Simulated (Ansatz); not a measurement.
# Work function of Pb(110): what the settings cost and change, part 2 of 2

Aim: the work function of Pb(110) against thickness and vacuum, with the cost.

Ansatz 0.2.0; plane-wave DFT, PBE, Ansatz PAW.

So far, work function, upper face (eV): step 2 (run, setting 1 layer) 4.02; step 4 (run, 3 atoms) 3.60; step 5 (slab, 4 atoms) 3.48; step 6 (slab, 5 atoms) 3.66; step 7 (slab, 6 atoms) 3.74.

## (8) Slab, 8 atoms

System of this step: Pb(110). The cell holds 8 atoms: 8 Pb. Cell: a = 4.950 Å, b = 3.500 Å, c = 30.251 Å, α = 90.0°, β = 90.0°, γ = 90.0°. Vacuum lies along c.

input.yaml

```yaml
crystal:
  lattice:
    - [4.95, 0.0, 0.0]
    - [0.0, 3.5001785669, 0.0]
    - [0.0, 0.0, 30.2506249841]
  atoms:
    - { symbol: Pb, position: [0.5, 0.5, 0.2975145143] }
    - { symbol: Pb, position: [0.0, 0.0, 0.3553675102] }
    - { symbol: Pb, position: [0.5, 0.5, 0.4132205061] }
    - { symbol: Pb, position: [0.0, 0.0, 0.471073502] }
    - { symbol: Pb, position: [0.5, 0.5, 0.528926498] }
    - { symbol: Pb, position: [0.0, 0.0, 0.5867794939] }
    - { symbol: Pb, position: [0.5, 0.5, 0.6446324898] }
    - { symbol: Pb, position: [0.0, 0.0, 0.7024854857] }
kpoints:
  mp_grid: { grid: [8, 12, 1] }
hamiltonian:
  xc: pbe
scf:
  occupations: { method: fermi_dirac, width: 0.1 }
  convergence: { dr2_threshold: 1.0e-09 }
efield:
  axis: 3
  dipole_correction: true
  ramp_position: 0.97
  ramp_width: 0.06
output:
  write_potential: true
  write_density: true
  volumetric_format: npy
```

Command:

```sh
$ ansatz run input.yaml --threads 2 --pin off --max-ram 3072MiB --backend cpu --events-out ev --progress --plain --runs-dir out
```

Numbers of over 12 decimals in the logs are rounded to 6 here.

What it wrote:

```text
[...]
Crystal: 8 atoms, lattice volume = 524.119 Å³
Basis set: ecut = 420 eV, 10243 PW (Γ)
Bands: 68, of which v1, the nominal top of the filled ones, is band 56 counted from 1 (55 counted from 0)
Symmetry: 4 space group operations
k-points: 35 of 96
[...]
k-point 0: bands = [... 52 lower, 1.7154, 2.4945, 2.9154, 2.9327, 3.9215, 4.3180, 4.4370, 5.3717, ... 8 higher]
  k-point 1: bands = [... 52 lower, 1.7788, 2.5264, 2.9844, 3.0190, 3.9488, 4.4101, 4.5070, 4.5737, ... 8 higher]
  k-point 2: bands = [... 52 lower, 2.0680, 2.5495, 2.9955, 3.2722, 3.3543, 3.8249, 3.9834, 4.6664, ... 8 higher]
  k-point 34: bands = [... 52 lower, 0.5782, 0.5782, 1.5173, 1.5173, 2.2712, 2.2712, 3.6160, 3.6160, ... 8 higher]
[key lines of the parts left out:]
SCF converged after 9 iterations
Free energy (F): -95250.546605 eV
Fermi energy:    3.160109 eV
Dipole field:    D = 0.000000 V/Å  (p = 0.000000 e·Å, saw-weighted, corrected)
Work function:   Φ+ = 3.5985 eV   Φ− = 3.5985 eV
```

Elapsed: 3.2 min, on 2 threads of Arm Neoverse N1, shared host; peak memory 1.5 GiB; 6.2 min of CPU time.

The work function is 3.598 eV, -0.137 eV from the run “6 layers”, at 1.7 times its CPU time.

## (9) Run, 10 atoms

System of this step: Pb(110). The cell holds 10 atoms: 10 Pb. Cell: a = 4.950 Å, b = 3.500 Å, c = 33.751 Å, α = 90.0°, β = 90.0°, γ = 90.0°. Vacuum lies along c.

input.yaml, the sections that differ from step 8:

```yaml
crystal:
  lattice:
    - [4.95, 0.0, 0.0]
    - [0.0, 3.5001785669, 0.0]
    - [0.0, 0.0, 33.7508035509]
  atoms:
    - { symbol: Pb, position: [0.5, 0.5, 0.2666603178] }
    - { symbol: Pb, position: [0.0, 0.0, 0.3185135805] }
    - { symbol: Pb, position: [0.5, 0.5, 0.3703668432] }
    - { symbol: Pb, position: [0.0, 0.0, 0.4222201059] }
    - { symbol: Pb, position: [0.5, 0.5, 0.4740733686] }
    - { symbol: Pb, position: [0.0, 0.0, 0.5259266314] }
    - { symbol: Pb, position: [0.5, 0.5, 0.5777798941] }
    - { symbol: Pb, position: [0.0, 0.0, 0.6296331568] }
    - { symbol: Pb, position: [0.5, 0.5, 0.6814864195] }
    - { symbol: Pb, position: [0.0, 0.0, 0.7333396822] }
# kpoints, hamiltonian, scf, efield, output: as in step 8
```

What it wrote:

```text
[...]
Crystal: 10 atoms, lattice volume = 584.763 Å³
Basis set: ecut = 420 eV, 11415 PW (Γ)
Bands: 84, of which v1, the nominal top of the filled ones, is band 70 counted from 1 (69 counted from 0)
Symmetry: 4 space group operations
k-points: 35 of 96
[...]
k-point 0: bands = [... 66 lower, 3.0631, 3.1557, 3.8413, 4.1622, 4.3333, 5.0777, 5.3147, 5.7653, ... 10 higher]
  k-point 1: bands = [... 66 lower, 3.1234, 3.1796, 3.9262, 4.2416, 4.3557, 5.1493, 5.3032, 5.4083, ... 10 higher]
  k-point 2: bands = [... 66 lower, 3.1788, 3.2220, 3.8913, 4.1749, 4.2432, 4.4955, 4.5005, 4.9838, ... 10 higher]
  k-point 34: bands = [... 66 lower, 1.6262, 1.6262, 2.3802, 2.3802, 2.9141, 2.9141, 3.9079, 3.9079, ... 10 higher]
[key lines of the parts left out:]
SCF converged after 8 iterations
Free energy (F): -119063.353336 eV
Fermi energy:    3.935448 eV
Dipole field:    D = 0.000000 V/Å  (p = 0.000000 e·Å, saw-weighted, corrected)
Work function:   Φ+ = 3.6563 eV   Φ− = 3.6563 eV
```

Elapsed: 4.6 min, on 2 threads; peak memory 2 GiB; 9.1 min of CPU time.

The work function is 3.656 eV, +0.058 eV from the run “8 layers”, at 1.5 times its CPU time.

## (10) Run, 13 atoms

System of this step: Pb(110). The cell holds 13 atoms: 13 Pb. Cell: a = 4.950 Å, b = 3.500 Å, c = 39.001 Å, α = 90.0°, β = 90.0°, γ = 90.0°. Vacuum lies along c.

input.yaml, the sections that differ from step 9:

```yaml
crystal:
  lattice:
    - [4.95, 0.0, 0.0]
    - [0.0, 3.5001785669, 0.0]
    - [0.0, 0.0, 39.0010714012]
  atoms:
    - { symbol: Pb, position: [0.0, 0.0, 0.2307628913] }
    - { symbol: Pb, position: [0.5, 0.5, 0.2756357427] }
    - { symbol: Pb, position: [0.0, 0.0, 0.3205085942] }
    - { symbol: Pb, position: [0.5, 0.5, 0.3653814456] }
    - { symbol: Pb, position: [0.0, 0.0, 0.4102542971] }
    - { symbol: Pb, position: [0.5, 0.5, 0.4551271485] }
    - { symbol: Pb, position: [0.0, 0.0, 0.5] }
    - { symbol: Pb, position: [0.5, 0.5, 0.5448728515] }
    - { symbol: Pb, position: [0.0, 0.0, 0.5897457029] }
    - { symbol: Pb, position: [0.5, 0.5, 0.6346185544] }
    - { symbol: Pb, position: [0.0, 0.0, 0.6794914058] }
    - { symbol: Pb, position: [0.5, 0.5, 0.7243642573] }
    - { symbol: Pb, position: [0.0, 0.0, 0.7692371087] }
# kpoints, hamiltonian, scf, efield, output: as in step 9
```

What it wrote:

```text
[...]
Crystal: 13 atoms, lattice volume = 675.728 Å³
Basis set: ecut = 420 eV, 13185 PW (Γ)
Bands: 110, of which v1, the nominal top of the filled ones, is band 91 counted from 1 (90 counted from 0)
Symmetry: 4 space group operations
k-points: 35 of 96
[...]
k-point 0: bands = [... 87 lower, 4.4507, 4.4777, 4.5640, 5.3752, 5.4699, 5.5327, 6.3955, 6.4496, ... 15 higher]
  k-point 1: bands = [... 87 lower, 4.5016, 4.5386, 4.6332, 5.4538, 5.4920, 5.6158, 6.2052, 6.4357, ... 15 higher]
  k-point 2: bands = [... 87 lower, 4.4969, 4.6782, 4.7969, 4.8273, 5.1764, 5.4905, 5.5271, 5.6817, ... 15 higher]
  k-point 34: bands = [... 87 lower, 2.5340, 3.1189, 3.1520, 3.4891, 3.7224, 3.7493, 4.3526, 4.4666, ... 15 higher]
[key lines of the parts left out:]
SCF converged after 9 iterations
Free energy (F): -154782.580758 eV
Fermi energy:    4.894156 eV
Dipole field:    D = -0.000000 V/Å  (p = -0.000002 e·Å, saw-weighted, corrected)
Work function:   Φ+ = 3.6427 eV   Φ− = 3.6428 eV
```

Run time: 7.7 min. Hardware: 2 threads; peak memory 2.8 GiB.

The work function is 3.643 eV, -0.014 eV from the run “10 layers”, at 1.7 times its CPU time.

## (11) Run, 7 atoms

System of this step: Pb(110). The cell holds 7 atoms: 7 Pb. Its edges and angles: a = 4.950 Å, b = 3.500 Å, c = 20.501 Å, α = 90.0°, β = 90.0°, γ = 90.0°. Vacuum lies along c.

input.yaml, the sections that differ from step 10:

```yaml
crystal:
  lattice:
    - [4.95, 0.0, 0.0]
    - [0.0, 3.5001785669, 0.0]
    - [0.0, 0.0, 20.5005357006]
  atoms:
    - { symbol: Pb, position: [0.0, 0.0, 0.2438960656] }
    - { symbol: Pb, position: [0.5, 0.5, 0.3292640437] }
    - { symbol: Pb, position: [0.0, 0.0, 0.4146320219] }
    - { symbol: Pb, position: [0.5, 0.5, 0.5] }
    - { symbol: Pb, position: [0.0, 0.0, 0.5853679781] }
    - { symbol: Pb, position: [0.5, 0.5, 0.6707359563] }
    - { symbol: Pb, position: [0.0, 0.0, 0.7561039344] }
# kpoints, hamiltonian, scf, efield, output: as in step 10
```

What it wrote:

```text
[...]
Crystal: 7 atoms, lattice volume = 355.190 Å³
Basis set: ecut = 420 eV, 6919 PW (Γ)
Bands: 59, of which v1, the nominal top of the filled ones, is band 49 counted from 1 (48 counted from 0)
Symmetry: 4 space group operations
k-points: 35 of 96
[...]
k-point 0: bands = [... 45 lower, 3.7468, 4.0713, 4.6978, 5.1736, 5.6119, 6.1713, 7.0418, 7.3695, ... 6 higher]
  k-point 1: bands = [... 45 lower, 3.7721, 4.1653, 4.7697, 5.1964, 5.6909, 6.2645, 6.5678, 7.0678, ... 6 higher]
  k-point 2: bands = [... 45 lower, 3.7786, 4.4430, 4.8467, 5.1594, 5.3344, 5.9201, 5.9751, 6.5629, ... 6 higher]
  k-point 34: bands = [... 45 lower, 1.8991, 2.8535, 2.9258, 3.6814, 4.2689, 4.4013, 5.4992, 5.7055, ... 6 higher]
[key lines of the parts left out:]
SCF converged after 9 iterations
Free energy (F): -83344.104363 eV
Fermi energy:    5.078308 eV
Dipole field:    D = -0.000000 V/Å  (p = -0.000000 e·Å, saw-weighted, corrected)
Work function:   Φ+ = 3.6937 eV (in doubt: plateau slope 4.1e-2 eV/Å)   Φ− = 3.6958 eV (in doubt: plateau slope 3.0e-2 eV/Å)
```

Wall time 94 s (2 threads); peak memory 1 GiB; 3.1 min of CPU time.

The work function is 3.694 eV. The program marks this work function as in doubt.

## (12) Run, 7 atoms (run 2)

The cell differs from the one that the last finished run ended in (c 20.501 → 24.501 Å).

input.yaml, the sections that differ from step 11:

```yaml
crystal:
  lattice:
    - [4.95, 0.0, 0.0]
    - [0.0, 3.5001785669, 0.0]
    - [0.0, 0.0, 24.5005357006]
  atoms:
    - { symbol: Pb, position: [0.0, 0.0, 0.2857080386] }
    - { symbol: Pb, position: [0.5, 0.5, 0.3571386924] }
    - { symbol: Pb, position: [0.0, 0.0, 0.4285693462] }
    - { symbol: Pb, position: [0.5, 0.5, 0.5] }
    - { symbol: Pb, position: [0.0, 0.0, 0.5714306538] }
    - { symbol: Pb, position: [0.5, 0.5, 0.6428613076] }
    - { symbol: Pb, position: [0.0, 0.0, 0.7142919614] }
# kpoints, hamiltonian, scf, efield, output: as in step 11
```

What it wrote:

```text
[...]
Crystal: 7 atoms, lattice volume = 424.493 Å³
Basis set: ecut = 420 eV, 8291 PW (Γ)
Bands: 59, of which v1, the nominal top of the filled ones, is band 49 counted from 1 (48 counted from 0)
Symmetry: 4 space group operations
k-points: 35 of 96
[...]
k-point 0: bands = [... 45 lower, 2.3141, 2.6384, 3.2687, 3.7385, 4.1790, 4.7276, 5.6374, 5.9366, ... 6 higher]
  k-point 1: bands = [... 45 lower, 2.3394, 2.7324, 3.3405, 3.7614, 4.2580, 4.8207, 5.1349, 5.6615, ... 6 higher]
  k-point 2: bands = [... 45 lower, 2.3458, 3.0101, 3.4160, 3.7250, 3.9026, 4.4871, 4.5409, 5.1201, ... 6 higher]
  k-point 34: bands = [... 45 lower, 0.4662, 1.4206, 1.4929, 2.2485, 2.8360, 2.9684, 4.0663, 4.2722, ... 6 higher]
[key lines of the parts left out:]
SCF converged after 8 iterations
Free energy (F): -83344.104281 eV
Fermi energy:    3.645275 eV
Dipole field:    D = -0.000001 V/Å  (p = -0.000002 e·Å, saw-weighted, corrected)
Work function:   Φ+ = 3.7002 eV   Φ− = 3.7002 eV
```

Wall time 1.9 min (2 threads); peak memory 1.2 GiB.

The work function is 3.700 eV, +0.006 eV from the run “7 layers, 10 Å of vacuum”, at 1.2 times its CPU time.

## (13) Slab, 7 atoms

The cell differs from the one that the last finished run ended in (c 24.501 → 36.501 Å).

input.yaml, the sections that differ from step 12:

```yaml
crystal:
  lattice:
    - [4.95, 0.0, 0.0]
    - [0.0, 3.5001785669, 0.0]
    - [0.0, 0.0, 36.5005357006]
  atoms:
    - { symbol: Pb, position: [0.0, 0.0, 0.3561591563] }
    - { symbol: Pb, position: [0.5, 0.5, 0.4041061042] }
    - { symbol: Pb, position: [0.0, 0.0, 0.4520530521] }
    - { symbol: Pb, position: [0.5, 0.5, 0.5] }
    - { symbol: Pb, position: [0.0, 0.0, 0.5479469479] }
    - { symbol: Pb, position: [0.5, 0.5, 0.5958938958] }
    - { symbol: Pb, position: [0.0, 0.0, 0.6438408437] }
# kpoints, hamiltonian, scf, efield, output: as in step 12
```

What it wrote:

```text
[...]
Crystal: 7 atoms, lattice volume = 632.404 Å³
Basis set: ecut = 420 eV, 12347 PW (Γ)
Bands: 59, of which v1, the nominal top of the filled ones, is band 49 counted from 1 (48 counted from 0)
Symmetry: 4 space group operations
k-points: 35 of 96
[...]
k-point 0: bands = [... 45 lower, -0.1008, 0.2234, 0.8538, 1.3235, 1.7640, 2.3121, 3.2247, 3.5216, ... 6 higher]
  k-point 1: bands = [... 45 lower, -0.0756, 0.3175, 0.9256, 1.3464, 1.8430, 2.4052, 2.7199, 3.2486, ... 6 higher]
  k-point 2: bands = [... 45 lower, -0.0691, 0.5951, 1.0011, 1.3100, 1.4876, 2.0722, 2.1258, 2.7046, ... 6 higher]
  k-point 34: bands = [... 45 lower, -1.9487, -0.9944, -0.9220, -0.1665, 0.4210, 0.5534, 1.6513, 1.8573, ... 6 higher]
[key lines of the parts left out:]
SCF converged after 9 iterations
Free energy (F): -83344.104254 eV
Fermi energy:    1.230295 eV
Dipole field:    D = 0.000000 V/Å  (p = 0.000000 e·Å, saw-weighted, corrected)
Work function:   Φ+ = 3.7003 eV   Φ− = 3.7003 eV
```

Elapsed: 3 min, on 2 threads; peak memory 1.6 GiB; 6 min of CPU time.

The work function is 3.700 eV, +0.000 eV from the run “7 layers, 14 Å of vacuum”, at 1.6 times its CPU time.

## (14) Side by side

Times are for 2 threads of Arm Neoverse N1, shared host. Results by setting:

```
no.                   setting  work function, upper face (eV)     time  memory (GiB)
  1                   1 layer                           4.016     16 s          0.48
  2                  2 layers                           3.886     26 s          0.56
  3                  3 layers                           3.601     39 s          0.67
  4                  4 layers                           3.481     58 s          0.80
  5                  5 layers                           3.662     84 s          0.94
  6                  6 layers                           3.735  1.8 min           1.1
  7                  8 layers                           3.598  3.2 min           1.5
  8                 10 layers                           3.656  4.6 min           2.0
  9                 13 layers                           3.643  7.7 min           2.8
 10  7 layers, 10 Å of vacuum                           3.694     94 s           1.0
 11  7 layers, 14 Å of vacuum                           3.700  1.9 min           1.2
 12  7 layers, 26 Å of vacuum                           3.700    3 min           1.6
```

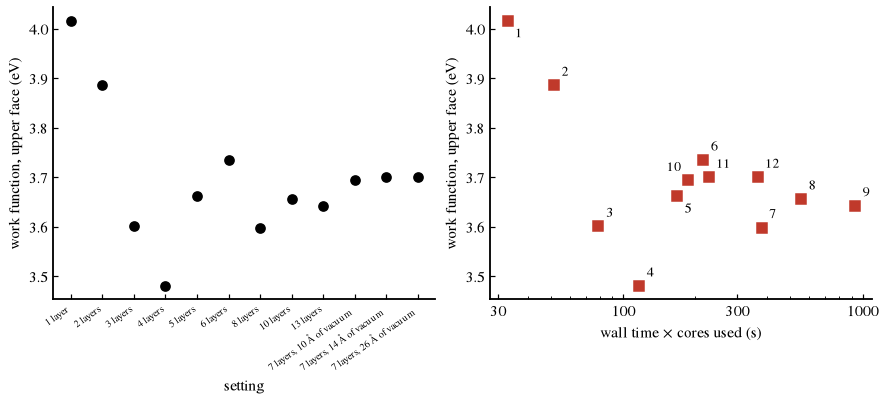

The series as plots; the last panel sets the first result against cost, with the runs numbered as in the table.

## (15) The same run with other settings

System of this step: Pb(110) monolayer. The cell holds 1 atom: 1 Pb. Its edges and angles: a = 4.950 Å, b = 3.500 Å, c = 18.000 Å, α = 90.0°, β = 90.0°, γ = 90.0°. Vacuum lies along c.

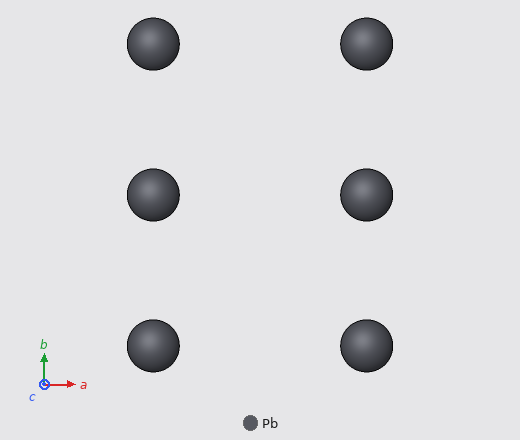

The cell of this step (lead dark grey). 2×3×1 cells are drawn.

An input spoilt on purpose, to show how the run answers: it repeats the earlier run “1 layer” with efield.amplitude to 0 and efield.dipole_correction from true to false, and scf.max_iter set to 60; its output block differs too.

input.yaml, the sections that differ from step 13:

```yaml
crystal:
  lattice:
    - [4.95, 0.0, 0.0]
    - [0.0, 3.5001785669, 0.0]
    - [0.0, 0.0, 18.0]
  atoms:
    - { symbol: Pb, position: [0.5, 0.5, 0.5] }
scf:
  occupations: { method: fermi_dirac, width: 0.1 }
  convergence: { dr2_threshold: 1.0e-09 }
  max_iter: 60
efield:
  axis: 3
  dipole_correction: false
  ramp_position: 0.97
  ramp_width: 0.06
  amplitude: 0
# kpoints, hamiltonian, output: as in step 13
```

What it wrote:

```text
Error: invalid value for `efield.amplitude`: is zero with dipole_correction: false — the section would apply nothing; set a non-zero amplitude, enable dipole_correction, or remove the block
```

Wall time 0.04 s (2 threads); peak memory 0.03 GiB.

The program refused the input before any cycle.

The program's message: “Error: invalid value for `efield.amplitude`: is zero with dipole_correction: false — the section would apply nothing; set a non-zero amplitude, enable dipole_correction, or remove the block”

The fault put into the input: a field block that applies nothing.

## (16) Results

| Property | Result |
| --- | --- |
| work function, 1 layer | 4.016 eV |
| work function, 4 layers | 3.481 eV |
| work function, 6 layers | 3.735 eV |
| work function, 13 layers | 3.643 eV |

The thickest slab gives 3.64 eV, and the settings tried spread the value from 3.48 to 4.02 eV. At 18 Å of vacuum, the slabs from 8 layers on stay within 0.05 eV of the thickest. Beyond two layers the value swings up and down with thickness, as is usual where quantum-well states cross the Fermi level; the levels were not examined here. Going from 10 to 26 Å of vacuum moves it by 0.007 eV. The program marks the value as in doubt in “7 layers, 10 Å of vacuum”. The ladder's slabs use the tabulated experimental lattice constant (two decimals; a low-temperature value for the alkali metals). In 1 run of the series (7 layers, 10 Å of vacuum) the program warns that electrons reach the sawtooth's ramp, which makes dipole and work function less sure.

[Logs are printed without paths, hosts, clocks, repeated set-up lines and the standing remarks that a program may print on its own settings, such as how far it seeks lower states.]

[Hosts, paths, dates, database ids (printed as entryN), source tags and the programs' standing remarks are cut or masked in the printed files.]

[Maps of the electrostatic potential energy from Ansatz leave out the sawtooth potential of an applied field or a dipole correction, so their vacuum need not be flat; planar profiles and work functions include it.]
